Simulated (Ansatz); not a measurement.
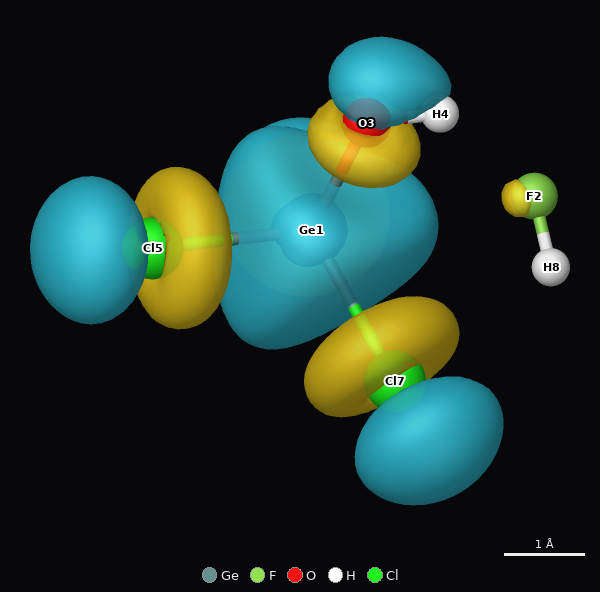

*Cl₃GeHO···HF. The LUMO at ±0.08 Å⁻³ᐟ² (yellow and cyan are the two phases), seen at a tilt.*

The calculation used Ansatz 0.2.0, RKS B3LYP-D4/def2-SVP.

| atom | x (Å) | y (Å) | z (Å) |
| --- | --- | --- | --- |
| Ge | -0.5204 | 0.1698 | -0.5590 |
| F | 0.2751 | -1.1138 | 1.9042 |
| O | 1.1367 | 0.5009 | -0.1085 |
| H | 1.3457 | -0.0105 | 0.6920 |
| Cl | -0.9207 | 1.3879 | -2.2726 |
| Cl | -0.9196 | -1.8795 | -1.0462 |
| Cl | -1.9541 | 0.7921 | 0.9987 |
| H | -0.4703 | -0.7988 | 2.3567 |

**What is the character of this orbital?**

Its weight (Hirshfeld) is mainly on Ge1 (about 35 %), Cl7 (about 20 %), Cl6 (about 20 %), Cl5 (about 15 %) and O3 (about 10 %). Its energy is −2.04 eV.
